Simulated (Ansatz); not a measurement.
**Phonon calculation of SiH₅OF**

SiH₅OF, computed with RKS PBE0-D4/def2-TZVP (Ansatz 0.2.0).

The geometry is the reactant side of a reaction. The reaction was set up to form Si1–O7 and F2–H6 and to break Si1–F2 and H6–O7 (atoms counted from 1 in the order of the input); sticks are drawn by distance alone. The geometry comes from this level: PBE0-D4/def2-TZVP. Figures and captions count atoms from 1; the log counts them from 0 in places.

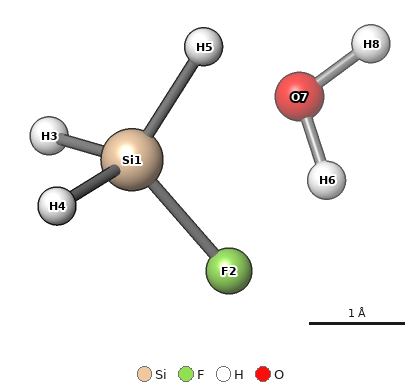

The structure as given in the input (ball-and-stick view, seen at a tilt; atoms are numbered from 1 in the order of the input). Bond lengths as drawn: F–Si 1.61 Å, H–O 0.96 Å and H–Si 1.48 Å.

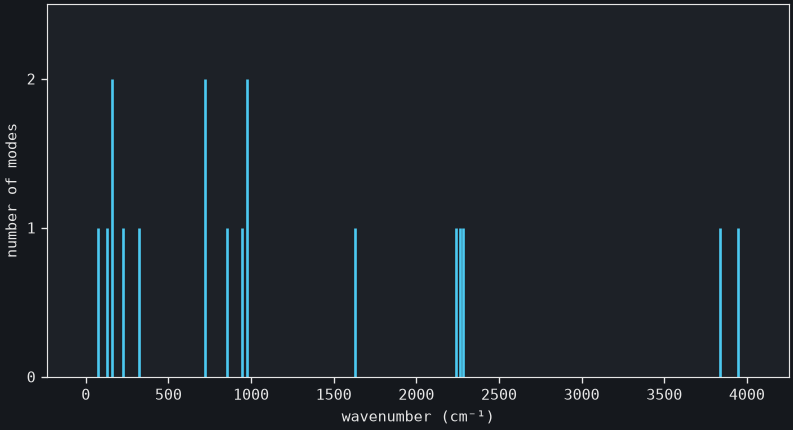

Harmonic vibrational wavenumbers from the force constants; neighbouring modes closer than 18 cm⁻¹ are counted in one stick. 18 modes from 77 to 3945 cm⁻¹, none imaginary.

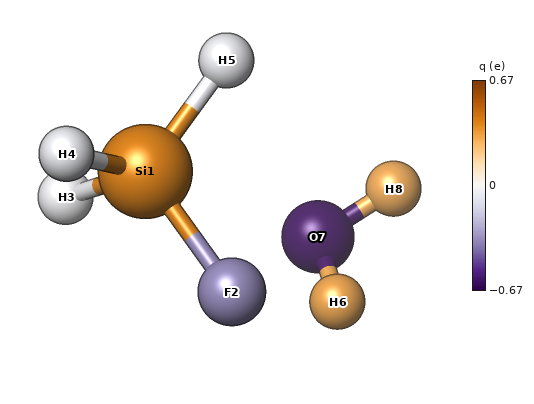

Mulliken charges, as the colour of each atom (ball-and-stick view, seen at an oblique angle; atoms are numbered from 1 in the order of the input). By element: Si +0.41, F −0.34, H −0.04 to +0.34 and O −0.64 e.

These pictures come from the run below.

## The input
```yaml
crystal:
  periodic: [false, false, false]
  atoms:
    - {symbol: Si, position_ang: [-1.096679, 0.357976, -0.247905]}
    - {symbol: F, position_ang: [-0.886242, -1.030452, 0.540978]}
    - {symbol: H, position_ang: [-0.558048, 0.232993, -1.617474]}
    - {symbol: H, position_ang: [-2.563850, 0.581288, -0.293939]}
    - {symbol: H, position_ang: [-0.453469, 1.451170, 0.513699]}
    - {symbol: H, position_ang: [1.388408, -1.165601, 0.425441]}
    - {symbol: O, position_ang: [1.829210, -0.427729, -0.005478]}
    - {symbol: H, position_ang: [2.340673, 0.000454, 0.684779]}
basis:
  gaussian: {orbitals: def2-TZVP}
hamiltonian: {xc: pbe0, dispersion: d4}
phonons: {temperatures: {t_min: 298.15, t_max: 900, t_step: 200}}
```

## What the program printed
```
Functional definition: PBE0
  name "PBE0"
  cite "Adamo & Barone, J. Chem. Phys. 110, 6158 (1999) doi:10.1063/1.478522"
  cite "Perdew, Burke & Ernzerhof, Phys. Rev. Lett. 77, 3865 (1996) doi:10.1103/PhysRevLett.77.3865"
  parent pbe
  parameter a = 0.25
  parameter kappa = 0.804
  parameter beta = 0.06672455060314922
  exchange = (1 - a)*pbe_x(kappa = kappa, mu = beta*pi^2/3) + a*exact_x
  correlation = pbe_c(beta = beta)
795 factors; their error is unknown
mean field evaluation 1: about -12713.7752 eV, gradient 5.7e1 eV
mean field evaluation 2: about -12707.5402 eV, gradient 8.4e1 eV
mean field evaluation 4: about -12718.5734 eV, gradient 6.7e-1 eV
mean field evaluation 8: about -12718.6194 eV, gradient 3.0e-1 eV
mean field -12718.61949162 eV, -467.4006453272 hartree, gradient 4.4e-5 eV, S^2 0.000000; 0 other end points of the search recorded, 0 dependent functions left out
the calculation of the forces begins
reference -12718.61951973 eV, -467.4006463603 hartree; 18, 18 occupied and 111, 111 virtual orbitals, 795 factors
these checks for a lower state are left out or cut short: stability, starts, cluster_reference, orbital_swaps, neighbouring_geometries, increment
795 factors; their error is unknown
mean field evaluation 16: about -12718.5747 eV, gradient 3.0e-1 eV
mean field -12718.61937040 eV, -467.4006408722 hartree, gradient 1.7e-6 eV, S^2 0.000000; 0 other end points of the search recorded, 0 dependent functions left out
[... from here on the field's lines of each further geometry are left out, up to the last ...]
the calculation of the forces begins
reference -12718.61942830 eV, -467.4006430000 hartree; 18, 18 occupied and 111, 111 virtual orbitals, 795 factors
these checks for a lower state are left out or cut short: stability, starts, cluster_reference, orbital_swaps, neighbouring_geometries, increment
795 factors; their error is unknown
mean field -12718.61940859 eV, -467.4006422759 hartree, gradient 1.7e-6 eV, S^2 0.000000; 0 other end points of the search recorded, 0 dependent functions left out
the calculation of the forces begins
reference -12718.61943669 eV, -467.4006433084 hartree; 18, 18 occupied and 111, 111 virtual orbitals, 795 factors
Total energy: -12718.69582669 eV, -467.4034505892 hartree
Atom 0 at    -1.096679     0.357976    -0.247905 Å, force    -0.002217    -0.000260     0.000342 eV/Å
Atom 1 at    -0.886242    -1.030452     0.540978 Å, force     0.000396    -0.000083     0.000419 eV/Å
Atom 2 at    -0.558048     0.232993    -1.617474 Å, force     0.000701     0.000205    -0.000660 eV/Å
Atom 3 at    -2.563850     0.581288    -0.293939 Å, force    -0.000268     0.000301    -0.000281 eV/Å
Atom 4 at    -0.453469     1.451170     0.513699 Å, force     0.000644    -0.000132     0.000113 eV/Å
Atom 5 at     1.388408    -1.165601     0.425441 Å, force     0.000489    -0.000045     0.001194 eV/Å
Atom 6 at     1.829210    -0.427729    -0.005478 Å, force     0.002811     0.002998     0.001620 eV/Å
Atom 7 at     2.340673     0.000454     0.684779 Å, force    -0.002555    -0.002984    -0.002746 eV/Å
Dipole moment:     0.093285     0.122750     0.246877 e Å
Vibrations: 76.73 125.88 150.77 166.75 226.00 323.74 718.21 720.68 855.11 942.98 969.53 984.13 1628.72 2237.14 2262.86 2281.74 3837.72 3944.87 cm⁻¹, zero-point energy 1.391943 eV
```

## Results in brief

- outcome: converged
- total energy: −12718.6958 eV
- mean-field energy: −12718.6195 eV
- dispersion energy: −0.0763 eV
- largest force (length of the vector): 0.005 eV/Å
- dipole moment: 1.40 D
- hardware: 2 CPU threads, shared host
- wall time: 49 s (CPU time 90 s)
- peak memory: 0.24 GiB
